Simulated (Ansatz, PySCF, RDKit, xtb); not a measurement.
# Si2SbF: from the formula to a structure, part 2 of 2

Given the formula Si2SbF and nothing else, which arrangement of the atoms is the most stable in the gas at 298.15 K, and what are its properties?

xtb, Ansatz and PySCF; isolated molecules. Earlier steps stand in the parts before.

### Step 12. Density, orbitals and dipole (PBE0/def2-TZVPD)

The input, input.yaml:

```yaml
crystal:
  periodic: [false, false, false]
  atoms:
    - {symbol: F, position_ang: [1.845257, -1.532128, -2.299480]}
    - {symbol: Sb, position_ang: [-0.419010, 1.363961, -3.004208]}
    - {symbol: Si, position_ang: [0.409737, -0.813764, -2.517955]}
    - {symbol: Si, position_ang: [-1.830007, -0.874381, -2.617433]}
basis:
  gaussian: {orbitals: def2-TZVPD}
hamiltonian: {xc: pbe0}
output: {forces: true, orbitals: {seedname: orbitals}}
```

Started as:

```sh
$ ansatz run input.yaml --threads 2 --pin off --max-ram 4350MiB --events-out events.jsonl --progress --plain --runs-dir runs
```

The log of the run, cut to the lines that bear on the results:

```text
Warning: RAYON_NUM_THREADS=2 ignored (pool sized by the plan → 2); use --threads N
Functional definition: PBE0
  name "PBE0"
[...]
1272 factors; their error is unknown
[...]
mean field -25003.01256911 eV, -918.8437642640 hartree, gradient 1.7e-5 eV, S^2 0.000000; 0 other end points of the search recorded, 0 dependent functions left out
[...]
reference -25003.01260242 eV, -918.8437654884 hartree; 30, 30 occupied and 152, 152 virtual orbitals, 1272 factors
Total energy: -25003.01260242 eV, -918.8437654884 hartree
Atom 0 at     1.845257    -1.532128    -2.299480 Å, force    -0.693854     0.339948    -0.104130 eV/Å
Atom 1 at    -0.419010     1.363961    -3.004208 Å, force     0.036050    -0.178416     0.038241 eV/Å
Atom 2 at     0.409737    -0.813764    -2.517955 Å, force     0.512627    -0.191767     0.064823 eV/Å
Atom 3 at    -1.830007    -0.874381    -2.617433 Å, force     0.145177     0.030235     0.001066 eV/Å
Dipole moment:    -0.081693     0.157676    -0.036295 e Å
```

Run time: 7.2 s. Hardware: 2 threads of Intel Xeon at 2.70GHz, shared host.

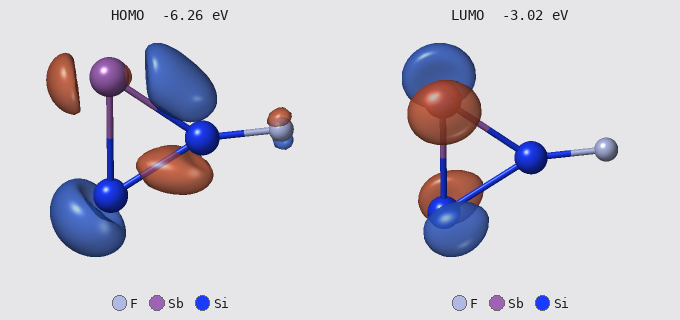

Frontier orbitals of this run, surfaces at ±0.2 Å^-3/2.

### Step 13. Frequencies after a tight-binding relaxation (GFN2-xTB)

The input, start.xyz:

```xyz
4
c277a
F      1.845257    -1.532128    -2.299480
Sb    -0.419010     1.363961    -3.004208
Si     0.409737    -0.813764    -2.517955
Si    -1.830007    -0.874381    -2.617433
```

Started as:

```sh
$ xtb start.xyz --gfn 2 --ohess tight
```

The log of the run, cut to the lines that bear on the results:

```text
* xtb version 6.7.1
[...]
          :  # basis functions                  34          :
[...]
          :  # electrons                        20          :
[...]
          :  Hamiltonian                  GFN2-xTB          :
[...]
          :  net charge                          0          :
          :  unpaired electrons                  0          :
[...]
   *** convergence criteria satisfied after 21 iterations ***
[...]
   *** GEOMETRY OPTIMIZATION CONVERGED AFTER 10 ITERATIONS ***
[...]
   *** convergence criteria satisfied after 3 iterations ***
[...]
         ::                     SUMMARY                     ::
         :::::::::::::::::::::::::::::::::::::::::::::::::::::
         :: total energy             -10.374183788014 Eh    ::
         :: gradient norm              0.000117249272 Eh/a0 ::
         :: HOMO-LUMO gap              1.246824788773 eV    ::
         ::.................................................::
         :: SCC energy               -10.399769449091 Eh    ::
         :: -> isotropic ES            0.012213860067 Eh    ::
         :: -> anisotropic ES         -0.003605135650 Eh    ::
         :: -> anisotropic XC         -0.012213705686 Eh    ::
         :: -> dispersion             -0.003982836959 Eh    ::
         :: repulsion energy           0.025585661076 Eh    ::
         :: add. restraining           0.000000000000 Eh    ::
         :: total charge               0.000000000022 e     ::
         :::::::::::::::::::::::::::::::::::::::::::::::::::::
[...]
        10        2.0000           -0.2808712              -7.6429 (HOMO)
        11                         -0.2350514              -6.3961 (LUMO)
[...]
     #   Z          covCN         q      C6AA      α(0)
     1   9 F        0.704    -0.310    12.452     4.167
     2  51 Sb       1.824    -0.177   434.504    40.822
     3  14 Si       2.603     0.283   185.133    29.868
     4  14 Si       1.838     0.204   193.632    29.572
[...]
molecular dipole:
                 x           y           z       tot (Debye)
 q only:       -1.559      -0.436       0.011
   full:       -0.655      -0.562       0.082       2.205
molecular quadrupole (traceless):
[...]
          | TOTAL ENERGY              -10.374183787880 Eh   |
          | TOTAL ENTHALPY            -10.363297890374 Eh   |
          | TOTAL FREE ENERGY         -10.401858415079 Eh   |
          | GRADIENT NORM               0.000116575989 Eh/α |
[...]
```

Run time: 0.13 s. Hardware: 2 threads of Intel Xeon at 2.70GHz, shared host.

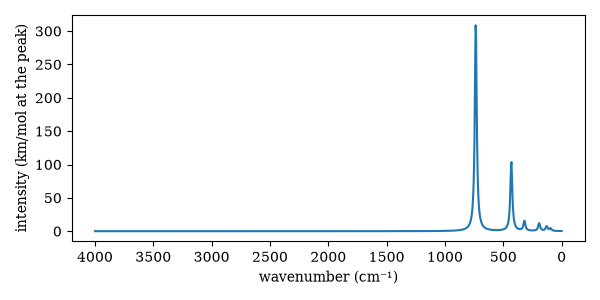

Harmonic infrared spectrum, unscaled, lines broadened by 10 cm⁻¹.

### Step 14. Electronic excitations (TD-CAM-B3LYP/def2-SVPD)

An in-house driver calls PySCF's response routines at TD-CAM-B3LYP/def2-SVPD; it has no typed input.

The log of the run:

```text
coarse grid: 26152 points
cycle   1  E = -916.2000912361  dE = -2.259e+01  |g| = 2.819e+00  |ddm| = 1.204e+01
cycle   2  E = -890.4012524365  dE =  2.580e+01  |g| = 1.030e+01  |ddm| = 1.833e+01
cycle   3  E = -917.1231736437  dE = -2.672e+01  |g| = 1.831e+00  |ddm| = 1.556e+01
cycle   4  E = -918.3055895643  dE = -1.182e+00  |g| = 9.261e-01  |ddm| = 4.113e+00
cycle   5  E = -918.7386725035  dE = -4.331e-01  |g| = 3.632e-01  |ddm| = 2.238e+00
cycle   6  E = -918.8017991687  dE = -6.313e-02  |g| = 7.781e-02  |ddm| = 6.339e-01
cycle   7  E = -918.8051832640  dE = -3.384e-03  |g| = 3.323e-02  |ddm| = 1.855e-01
cycle   8  E = -918.8056404274  dE = -4.572e-04  |g| = 1.907e-02  |ddm| = 7.580e-02
cycle   9  E = -918.8057355871  dE = -9.516e-05  |g| = 4.970e-03  |ddm| = 2.928e-02
cycle  10  E = -918.8057518813  dE = -1.629e-05  |g| = 1.888e-03  |ddm| = 1.511e-02
cycle  11  E = -918.8057541257  dE = -2.244e-06  |g| = 6.862e-04  |ddm| = 4.900e-03
final grid: 49504 points
cycle  12  E = -918.8058070680  dE = -2.349e-07  |g| = 6.798e-04  |ddm| = 2.889e-03
cycle  13  E = -918.8058070070  dE =  6.104e-08  |g| = 8.949e-04  |ddm| = 2.369e-03
cycle  14  E = -918.8058072991  dE = -2.921e-07  |g| = 9.692e-05  |ddm| = 1.379e-03
cycle  15  E = -918.8058073074  dE = -8.229e-09  |g| = 6.228e-05  |ddm| = 3.730e-04
cycle  16  E = -918.8058073128  dE = -5.454e-09  |g| = 1.919e-05  |ddm| = 3.330e-04
cycle  17  E = -918.8058073130  dE = -2.071e-10  |g| = 4.330e-06  |ddm| = 5.055e-05
converged SCF energy = -918.8058073130

Static polarisability (au): isotropic 106.903, principal 74.793 107.873 138.042

Singlet excitations
state   eV       nm        f      main configurations
  1   1.9607    632.3   0.00176   H->L 0.99
  2   2.5304    490.0   0.00065   H-1->L 0.98
  3   3.0906    401.2   0.00361   H->L+1 0.63, H-2->L 0.35
  4   3.4917    355.1   0.00161   H->L+2 0.97
  5   3.5322    351.0   0.01362   H-2->L 0.44, H->L+1 0.27, H-1->L+1 0.14
  6   3.7879    327.3   0.01912   H-2->L+1 0.93
  7   3.8051    325.8   0.01229   H-1->L+1 0.80
  8   4.0758    304.2   0.00164   H-1->L+2 0.92

Triplet excitations (Tamm-Dancoff, eV): 1.4802 2.0130 2.0174
```

Run time: 12 s. Hardware: 2 threads of Intel Xeon at 2.70GHz, shared host.

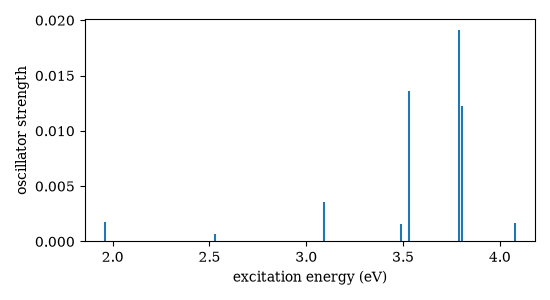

Vertical excitations as sticks.

The roots found:

| excited state | energy (eV) | strength |
| --- | --- | --- |
| 1 | 1.961 | 0.0018 |
| 2 | 2.530 | 0.0006 |
| 3 | 3.091 | 0.0036 |
| 4 | 3.492 | 0.0016 |
| 5 | 3.532 | 0.0136 |
| 6 | 3.788 | 0.0191 |
| 7 | 3.805 | 0.0123 |
| 8 | 4.076 | 0.0016 |

### Step 15. The cation at the same geometry (PBE0/def2-TZVPD)

The input, input.yaml:

```yaml
crystal:
  periodic: [false, false, false]
  atoms:
    - symbol: F
      position_ang: [1.845257, -1.532128, -2.299480]
    - symbol: Sb
      position_ang: [-0.419010, 1.363961, -3.004208]
    - symbol: Si
      position_ang: [0.409737, -0.813764, -2.517955]
    - symbol: Si
      position_ang: [-1.830007, -0.874381, -2.617433]
basis:
  gaussian: {orbitals: def2-TZVPD}
total_charge: 1
magnetization: {spin_polarized: true, initial_magnetization: 1}
hamiltonian: {xc: {name: PBE0}}
```

Started as:

```sh
$ ansatz run input.yaml --threads 2 --pin off --max-ram 4350MiB --events-out events.jsonl --progress --plain --runs-dir runs
```

The log of the run:

```text
Warning: RAYON_NUM_THREADS=2 ignored (pool sized by the plan → 2); use --threads N
[... 2 set-up lines as earlier in the session ...]
  parameter a = 0.25
  parameter kappa = 0.804
  parameter beta = 0.06672455060314922
  exchange = (1 - a)*pbe_x(kappa = kappa, mu = beta*pi^2/3) + a*exact_x
  correlation = pbe_c(beta = beta)
1272 factors; their error is unknown
mean field evaluation 1: about -24982.9228 eV, gradient 5.6e1 eV
mean field evaluation 2: about -24699.6816 eV, gradient 1.8e2 eV
mean field evaluation 4: about -24992.2546 eV, gradient 2.1e1 eV
mean field evaluation 8: about -24994.7314 eV, gradient 4.1e-1 eV
mean field evaluation 16: about -24994.9193 eV, gradient 1.1e-2 eV
mean field evaluation 32: about -24994.9193 eV, gradient 1.6e-4 eV
mean field -24994.91927942 eV, -918.5463413539 hartree, gradient 2.1e-5 eV, S^2 0.760816; 6 other end points of the search recorded, 0 dependent functions left out
reference -24994.91931392 eV, -918.5463426216 hartree; 30, 29 occupied and 152, 153 virtual orbitals, 1272 factors
Total energy: -24994.91931392 eV, -918.5463426216 hartree
```

It took 17 s on 2 threads of Intel Xeon at 2.70GHz, shared host.

Difference from the parent: 8.09 eV.

### Step 16. The anion at the same geometry (PBE0/def2-TZVPD)

The input, input.yaml:

```yaml
crystal:
  periodic: [false, false, false]
  atoms:
    - {symbol: F, position_ang: [1.845257, -1.532128, -2.299480]}
    - {symbol: Sb, position_ang: [-0.419010, 1.363961, -3.004208]}
    - {symbol: Si, position_ang: [0.409737, -0.813764, -2.517955]}
    - {symbol: Si, position_ang: [-1.830007, -0.874381, -2.617433]}
basis:
  gaussian: {orbitals: def2-TZVPD}
total_charge: -1
magnetization: {spin_polarized: true, initial_magnetization: 1}
hamiltonian: {xc: {name: PBE0}}
scf: {lower_state_search: off}
```

Started as:

```sh
$ ansatz run input.yaml --threads 2 --pin off --max-ram 4350MiB --events-out events.jsonl --progress --plain --runs-dir runs
```

The log of the run, cut to the lines that bear on the results:

```text
Warning: RAYON_NUM_THREADS=2 ignored (pool sized by the plan → 2); use --threads N
[... 2 set-up lines as earlier in the session ...]
[...]
1272 factors; their error is unknown
[...]
mean field -25004.40590809 eV, -918.8949685274 hartree, gradient 7.5e-6 eV, S^2 0.773620; 0 other end points of the search recorded, 0 dependent functions left out
reference -25004.40593967 eV, -918.8949696876 hartree; 31, 30 occupied and 151, 152 virtual orbitals, 1272 factors
Total energy: -25004.40593967 eV, -918.8949696876 hartree
Checks for a lower state left out: stability, starts, cluster_reference, orbital_swaps, neighbouring_geometries, increment
```

Run time: 6.6 s. Hardware: 2 threads of Intel Xeon at 2.70GHz, shared host.

Parent less the species with the added electron: 1.39 eV.

### Step 17. The triplet at the same geometry (PBE0/def2-TZVPD)

The input, input.yaml:

```yaml
basis:
  gaussian:
    orbitals: def2-TZVPD
crystal:
  periodic: [false, false, false]
  atoms:
    - {symbol: F, position_ang: [1.845257, -1.532128, -2.299480]}
    - {symbol: Sb, position_ang: [-0.419010, 1.363961, -3.004208]}
    - {symbol: Si, position_ang: [0.409737, -0.813764, -2.517955]}
    - {symbol: Si, position_ang: [-1.830007, -0.874381, -2.617433]}
magnetization:
  spin_polarized: true
  initial_magnetization: 2
hamiltonian:
  xc: pbe0
```

Started as:

```sh
$ ansatz run input.yaml --threads 2 --pin off --max-ram 4350MiB --events-out events.jsonl --progress --plain --runs-dir runs
```

The log of the run, cut to the lines that bear on the results:

```text
Warning: RAYON_NUM_THREADS=2 ignored (pool sized by the plan → 2); use --threads N
[... 7 set-up lines as earlier in the session ...]
1272 factors; their error is unknown
mean field evaluation 1: about -24999.3174 eV, gradient 2.4e1 eV
mean field evaluation 2: about -24996.3402 eV, gradient 3.9e1 eV
mean field evaluation 4: about -25001.3426 eV, gradient 2.2e0 eV
mean field evaluation 8: about -25001.3854 eV, gradient 2.2e-1 eV
mean field evaluation 16: about -25001.5740 eV, gradient 8.3e-3 eV
mean field evaluation 32: about -25001.4389 eV, gradient 6.9e-1 eV
mean field -25001.57404843 eV, -918.7908996042 hartree, gradient 1.2e-5 eV, S^2 2.044267; 6 other end points of the search recorded, 0 dependent functions left out
reference -25001.57408211 eV, -918.7909008420 hartree; 31, 29 occupied and 151, 153 virtual orbitals, 1272 factors
Total energy: -25001.57408211 eV, -918.7909008420 hartree
```

Run time: 17 s. Hardware: 2 threads of Intel Xeon at 2.70GHz, shared host.

It lies 1.44 eV above the singlet.

### Step 18. Stability of the closed-shell solution (PBE0/def2-SVP)

The input, job.py:

```python
from pyscf import gto, dft

system = gto.M(
    atom=[
    ('F', (1.845257, -1.532128, -2.299480)),
    ('Sb', (-0.419010, 1.363961, -3.004208)),
    ('Si', (0.409737, -0.813764, -2.517955)),
    ('Si', (-1.830007, -0.874381, -2.617433)),
],
    verbose=3,
    ecp={'Sb': 'def2-svp'},
    charge=0,
    basis='def2-svp',
    max_memory=3100,
)

ks = dft.RKS(system)
ks.xc = 'pbe0'
ks = ks.density_fit(auxbasis='def2-universal-jkfit')
ks.max_cycle = 100
ks.grids.level = 3
ks.kernel()
if not ks.converged:
    ks = ks.newton().run(ks.mo_coeff, ks.mo_occ)

e_tot = ks.e_tot
print(f'total energy: {e_tot:.8f} hartree')
mo_i, mo_e, stable_i, stable_e = ks.stability(internal=True, external=True, return_status=True)
print('stable: internal', stable_i, 'external', stable_e)
```

Started as:

```sh
$ OMP_NUM_THREADS=2 python job.py
```

The log of the run:

```text
converged SCF energy = -918.503116202778
total energy: -918.50311620 hartree
<class 'pyscf.df.df_jk.DFRKS'> wavefunction is stable in the internal stability analysis
<class 'pyscf.df.df_jk.DFRKS'> wavefunction is stable in the real -> complex stability analysis
<class 'pyscf.df.df_jk.DFRKS'> wavefunction is stable in the RHF/RKS -> UHF/UKS stability analysis
stable: internal True external True
```

Run time: 35 s. Hardware: 2 threads of Intel Xeon at 2.70GHz, shared host.

### Step 19. What came out

The summary covers parts 1 to 2.

| quantity | value |
| --- | --- |
| lowest structure found | [F][Si]1[Si][Sb]1 ‡, singlet, Cs |
| next finalist | F[Si][Si]#[Sb], singlet, 15.5 kcal/mol higher in G |
| share at equilibrium, among the finalists | 100.0 % |
| funnel | 20 starts, 10 minima at GFN2-xTB, 11 screening runs, 3 relaxed, 2 ranked |
| CPU time of all runs | 17 min |
| harmonic wavenumbers, lowest and highest (PBE0-D3(BJ)/def2-SVP) | 162 and 936 cm⁻¹ |
| rotational constants, same geometry | 0.1208, 0.05389, 0.03726 cm⁻¹ |
| dipole moment (PBE0/def2-TZVPD) | 0.87 D |
| HOMO energy (PBE0/def2-TZVPD) | -6.26 eV |
| LUMO energy (PBE0/def2-TZVPD) | -3.02 eV |
| HOMO–LUMO gap (PBE0/def2-TZVPD) | 3.24 eV |
| lowest excitation (TD-CAM-B3LYP/def2-SVPD) | 1.96 eV (f = 0.002) |
| strongest of the states computed, same level | 3.79 eV (f = 0.019) |
| lowest triplet excitation, same level, Tamm-Dancoff | 1.48 eV |
| vertical ionisation energy | 8.09 eV |
| vertical electron affinity | 1.39 eV |
| vertical triplet less singlet | +1.44 eV |

**Reading.** `[F][Si]1[Si][Sb]1` ‡ comes out lowest. The margin of 15.5 kcal/mol over the next finalist is beyond the usual error of the last level; it says nothing of structures that weren't ranked. HF/STO-3G, r2SCAN-D4/def2-SVP, PBE0-D3(BJ)/def2-SVP, HF/def2-TZVPP and MP2/def2-TZVPP already put its bonding pattern lowest among the structures in one piece; GFN2-xTB favours the singlet F[Si][Si]#[Sb]. The largest share of the time went into the final energies (20 %). A large T1 diagnostic among the finalists warns that one reference determinant may not suffice. It concerns: the finalist F[Si][Si]#[Sb] (singlet). Spin-orbit coupling, which matters for elements this heavy, is left out. Lowest found is not proven lowest: the search is finite, and each finalist counts with one conformer. The lowest isomer need not be the one that is made and kept in a bottle, which depends on barriers.

‡ marks the bonded skeleton alone, with all bonds drawn single: no Lewis structure was assigned that passes a check against the bond lengths.
